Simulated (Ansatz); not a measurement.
# Na(100) with 4 thermally displaced layers, 2x2: scattering by thermal displacements, part 2 of 3

How much do lattice vibrations at 300 K scatter the electrons of Na? Layers with random displacements are laid between perfect leads, and the resistance is followed against their length.

Ansatz 0.2.0; Ansatz plane-wave DFT, PBE, PAW files; ballistic transport by layer matching (Landauer), zero bias; PAW set soft_1.

So far, open channels per spin nearest the Fermi level: step 2 (with 4 displaced layers) 4.92.

### Step 3. With 8 displaced layers

System of this step: Na(100) with 8 thermally displaced layers, 2x2. The cell holds 72 atoms: 72 Na. Cell: a = 8.581 Å, b = 8.581 Å, c = 38.615 Å, α = 90.0°, β = 90.0°, γ = 90.0°. It derives from Na. Regions: lead, 40 atoms (40 Na); scattering region, 32 atoms (32 Na). The structure is stacked along c, and the current runs across the ab planes.

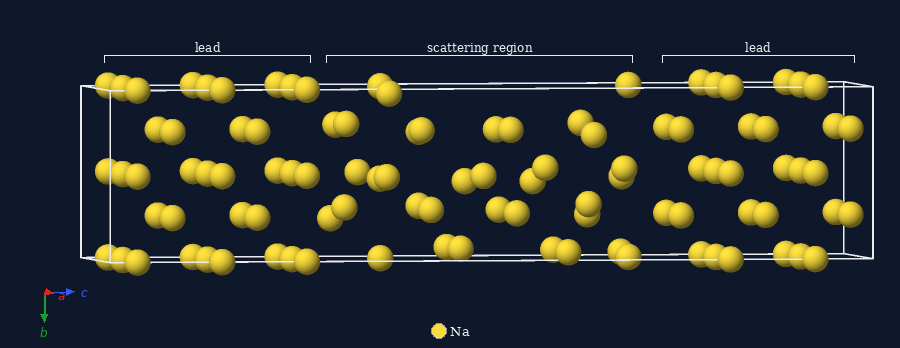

The cell of this step (sodium yellow). Some periodic images of atoms are drawn too.

The input, input.yaml:

```yaml
crystal:
  lattice:
    - [8.5812, 0.0, 0.0]
    - [0.0, 8.5812, 0.0]
    - [0.0, 0.0, 38.6154]
  atoms:
    - { symbol: Na, position: [0.0, 0.0, 0.0277777778] }
    - { symbol: Na, position: [0.0, 0.5, 0.0277777778] }
    - { symbol: Na, position: [0.5, 0.0, 0.0277777778] }
    - { symbol: Na, position: [0.5, 0.5, 0.0277777778] }
    - { symbol: Na, position: [0.25, 0.25, 0.0833333333] }
    - { symbol: Na, position: [0.25, 0.75, 0.0833333333] }
    - { symbol: Na, position: [0.75, 0.25, 0.0833333333] }
    - { symbol: Na, position: [0.75, 0.75, 0.0833333333] }
    - { symbol: Na, position: [0.0, 0.0, 0.1388888889] }
    - { symbol: Na, position: [0.0, 0.5, 0.1388888889] }
    - { symbol: Na, position: [0.5, 0.0, 0.1388888889] }
    - { symbol: Na, position: [0.5, 0.5, 0.1388888889] }
    - { symbol: Na, position: [0.25, 0.25, 0.1944444444] }
    - { symbol: Na, position: [0.25, 0.75, 0.1944444444] }
    - { symbol: Na, position: [0.75, 0.25, 0.1944444444] }
    - { symbol: Na, position: [0.75, 0.75, 0.1944444444] }
    - { symbol: Na, position: [0.0, 0.0, 0.25] }
    - { symbol: Na, position: [0.0, 0.5, 0.25] }
    - { symbol: Na, position: [0.5, 0.0, 0.25] }
    - { symbol: Na, position: [0.5, 0.5, 0.25] }
    - { symbol: Na, position: [0.2670291595, 0.2261635603, 0.3154903864] }
    - { symbol: Na, position: [0.2765186982, 0.770241775, 0.3084357204] }
    - { symbol: Na, position: [0.7808338756, 0.2070247895, 0.3099573166] }
    - { symbol: Na, position: [0.7694480881, 0.6929660452, 0.3080436966] }
    - { symbol: Na, position: [0.9919203656, 0.0252151732, 0.3579631172] }
    - { symbol: Na, position: [0.9994114741, 0.5110618162, 0.3548284784] }
    - { symbol: Na, position: [0.519313218, 0.9966134509, 0.3646421196] }
    - { symbol: Na, position: [0.4831633513, 0.5350453802, 0.3654502963] }
    - { symbol: Na, position: [0.2442561721, 0.2703895667, 0.425698876] }
    - { symbol: Na, position: [0.3077907731, 0.6992298804, 0.4229985569] }
    - { symbol: Na, position: [0.7650050447, 0.2469716608, 0.409449067] }
    - { symbol: Na, position: [0.7905621344, 0.7092910837, 0.4207315598] }
    - { symbol: Na, position: [0.0420036772, 0.9483880144, 0.4700532258] }
    - { symbol: Na, position: [0.9577592193, 0.5078742008, 0.4830800092] }
    - { symbol: Na, position: [0.5652883352, 0.9426306314, 0.4680999452] }
    - { symbol: Na, position: [0.5226992914, 0.5509571317, 0.4752422239] }
    - { symbol: Na, position: [0.2259260327, 0.2595866985, 0.5276586212] }
    - { symbol: Na, position: [0.2434264768, 0.7263029071, 0.5305543579] }
    - { symbol: Na, position: [0.7599334775, 0.2469999452, 0.5261883166] }
    - { symbol: Na, position: [0.7085432464, 0.7343139506, 0.5364277967] }
    - { symbol: Na, position: [0.9938517979, 0.9535493756, 0.5929010391] }
    - { symbol: Na, position: [0.0171085679, 0.5680156569, 0.5837815339] }
    - { symbol: Na, position: [0.4851138142, 0.95329296, 0.5928250073] }
    - { symbol: Na, position: [0.5829031302, 0.4735132239, 0.5786938358] }
    - { symbol: Na, position: [0.2692355307, 0.2232096021, 0.6369490359] }
    - { symbol: Na, position: [0.2387127805, 0.7561933922, 0.6467385327] }
    - { symbol: Na, position: [0.7507119922, 0.2796478622, 0.6358783639] }
    - { symbol: Na, position: [0.7605761444, 0.6810119477, 0.6284930319] }
    - { symbol: Na, position: [0.0256794776, 0.9809593254, 0.6986023262] }
    - { symbol: Na, position: [0.0174982817, 0.5426622165, 0.7002653223] }
    - { symbol: Na, position: [0.5328123715, 0.9963970183, 0.6894378701] }
    - { symbol: Na, position: [0.4763968706, 0.4842536723, 0.6863437806] }
    - { symbol: Na, position: [0.25, 0.25, 0.75] }
    - { symbol: Na, position: [0.25, 0.75, 0.75] }
    - { symbol: Na, position: [0.75, 0.25, 0.75] }
    - { symbol: Na, position: [0.75, 0.75, 0.75] }
    - { symbol: Na, position: [0.0, 0.0, 0.8055555556] }
    - { symbol: Na, position: [0.0, 0.5, 0.8055555556] }
    - { symbol: Na, position: [0.5, 0.0, 0.8055555556] }
    - { symbol: Na, position: [0.5, 0.5, 0.8055555556] }
    - { symbol: Na, position: [0.25, 0.25, 0.8611111111] }
    - { symbol: Na, position: [0.25, 0.75, 0.8611111111] }
    - { symbol: Na, position: [0.75, 0.25, 0.8611111111] }
    - { symbol: Na, position: [0.75, 0.75, 0.8611111111] }
    - { symbol: Na, position: [0.0, 0.0, 0.9166666667] }
    - { symbol: Na, position: [0.0, 0.5, 0.9166666667] }
    - { symbol: Na, position: [0.5, 0.0, 0.9166666667] }
    - { symbol: Na, position: [0.5, 0.5, 0.9166666667] }
    - { symbol: Na, position: [0.25, 0.25, 0.9722222222] }
    - { symbol: Na, position: [0.25, 0.75, 0.9722222222] }
    - { symbol: Na, position: [0.75, 0.25, 0.9722222222] }
    - { symbol: Na, position: [0.75, 0.75, 0.9722222222] }
kpoints:
  mp_grid: { grid: [3, 3, 1] }
hamiltonian:
  xc: pbe
  pseudopotentials: { kind: paw, azcp: { folder: soft_1 } }
scf:
  occupations: { method: fermi_dirac, width: 0.1 }
output:
  transmission: { leads: [[0, 4]], kmesh: [6, 6], e_range: [-0.05, 0.05], de: 0.05 }
  write_potential: true
  write_density: true
  volumetric_format: npy
```

Command:

```console
> ansatz run input.yaml --threads 4 --pin off --max-ram 15360MiB --backend cpu --events-out ev --progress --plain --runs-dir out
```

Numbers of over 12 decimals in the logs are rounded to 6 here.

The program printed:

```text
[...]
Crystal: 72 atoms, lattice volume = 2843.522 Å³
Basis set: ecut = 420 eV, 55657 PW (Γ)
Bands: 396, of which v1, the nominal top of the filled ones, is band 324 counted from 1 (323 counted from 0)
Symmetry: 1 space group operations
[...]
k-points: 5 of 9 (time reversal used)
[...]
SCF iter   1: F=—  HF=-107020.831689 eV  |F-HF|=—  |Δ(HF+E_count)|=         —  Δρ=4.64e-3  dr2=1.95e0  ethr=3.10e-3  ⟨swp⟩=7.8  Hψ=8244  notcnv=0
[...]
SCF iter  10: F=-107020.496820 eV  HF=-107020.496820 eV  |F-HF|=8.95e-9  |Δ(HF+E_count)|=   5.31e-8  Δρ=4.45e-7  dr2=2.21e-8  ethr=1.54e-11  ⟨swp⟩=8.8  Hψ=7487  notcnv=0
SCF 1 converged in 10 iterations: F = -107020.496820 eV  dr2 = 2.21e-8
[...]
transmission: 122 of 1220 steps passed
transmission: 244 of 1220 steps passed
[...]
transmission: 1220 of 1220 steps passed
SCF converged after 10 iterations
Free energy (F): -107020.496820 eV
[...]
Internal energy: -107019.452640 eV  (E = F + TS)
E sigma→0 (E₀):  -107019.974730 eV
Entropy (-TS):   -1.044180 eV (-14.503 meV/atom)
Fermi energy:    1.399097 eV
[...]
--- Band table (eV; the first three rows and the last of 5) ---
  k-point 0: bands = [... 320 lower, 1.2117, 1.2283, 1.2399, 1.2505, 1.2560, 1.2679, 1.2842, 1.8245, ... 68 higher]
  k-point 1: bands = [... 320 lower, 1.3197, 1.3279, 1.3476, 1.3635, 1.4326, 1.4397, 1.4565, 1.4603, ... 68 higher]
  k-point 2: bands = [... 320 lower, 1.3122, 1.3232, 1.3419, 1.3639, 1.4384, 1.4540, 1.4658, 1.4829, ... 68 higher]
  k-point 4: bands = [... 320 lower, 1.0741, 1.0920, 1.2673, 1.2803, 1.6829, 1.7108, 1.8887, 1.9018, ... 68 higher]
--- Transmission ---
  basis      : 657 plane waves across, 61 finite elements along
  points     : 20, standing for a mesh of 6 x 6
[...]
channels       : 4.916667e0 a spin
[...]
junction   : crystal 0 to crystal 0, 0.70 to 37.17 Å
    transmission   : 4.533788e0 a spin
[...]
```

Run time: 27 min. Hardware: 4 threads of Intel Xeon Platinum 8375C at 2.90GHz (Ice Lake), shared host; peak memory 10 GiB.

This step gave:

```
free energy                                   : -107020.4968 eV
energy at zero smearing                       : -107019.9747 eV
Fermi energy                                  : 1.399 eV
transmission per spin nearest the Fermi level : 4.534
step of the lead's potential                  : 10.6 meV
```

Per spin. The transmission, zone mean by energy, zero at the Fermi level:

| energy (eV) | transmission, zone mean |
| --- | --- |
| -0.0500 | 4.39 |
| 0.0000 | 4.53 |
| 0.0500 | 4.56 |

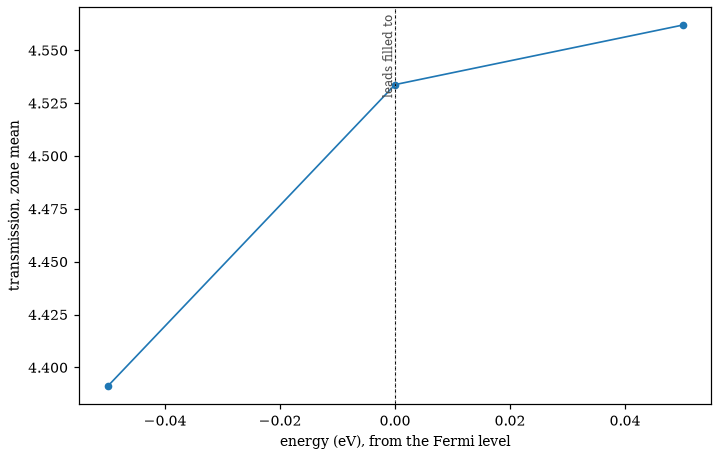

Transmission, zone mean against energy.

Over the solved energies the transmission per spin lies between 4.39 and 4.56, out of 4.90 channels of the lead on average (up to 4.92).

(Part 2 of 3 ends here.)

[Logs are printed without paths, hosts, clocks, repeated set-up lines and the standing remarks that a program may print on its own settings, such as how far it seeks lower states.]

[Hosts, paths, dates, database ids (printed as entryN), source tags and the programs' standing remarks are cut or masked in the printed files.]
